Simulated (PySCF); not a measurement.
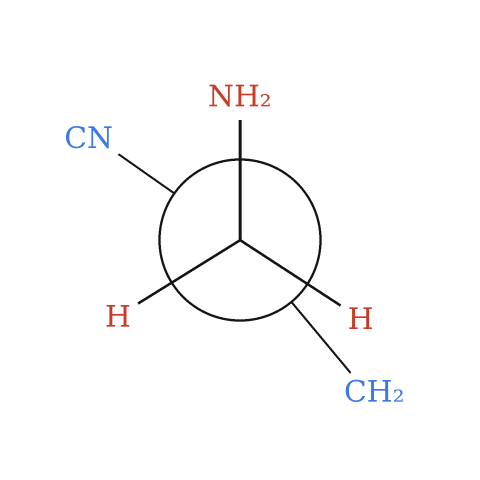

A Newman projection along the C–C bond, carbon in front; angles are drawn as computed, but eclipsed bonds slightly apart. Computed geometry: PBE0-D3(BJ)/def2-SVP optimisation. No frequency run is at hand to confirm it as a minimum.

> Which molecule is it?

C4H6N2, C=C(C#N)CN

> What is the torsion angle from the front NH2 to the back CH2? The sign is positive where the front bond must turn clockwise to cover the back bond.

123°, anticlinal.
